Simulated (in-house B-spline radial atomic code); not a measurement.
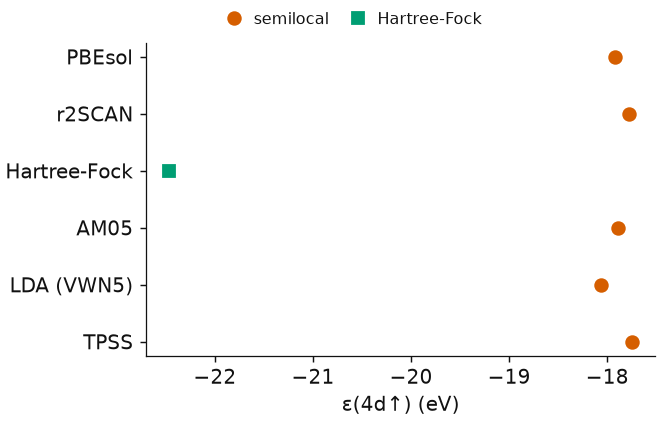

System: the Zr²⁺ ion, configuration [Kr] 4d2 (high spin). All runs are scalar-relativistic, spin-polarised and spherical, computed with an in-house B-spline radial code (spin-free X2C). Hartree-Fock is the average over the configuration. The plot shows the eigenvalue (eV) of the 4d up orbital by 6 methods.

Q: How much do the methods differ, and in which order?

A: The deepest is Hartree-Fock (−22.5) and the shallowest TPSS (−17.7), a spread of 4.72 eV. In order (eV): Hartree-Fock (−22.5), LDA (VWN5) (−18.1), PBEsol (−17.9), AM05 (−17.9), r2SCAN (−17.8), TPSS (−17.7). On the whole, exact exchange removes self-interaction and deepens occupied levels. The semi-empirical ionisation energy (NIST) is 23.2 eV, and minus the eigenvalue comes closest to it for Hartree-Fock.
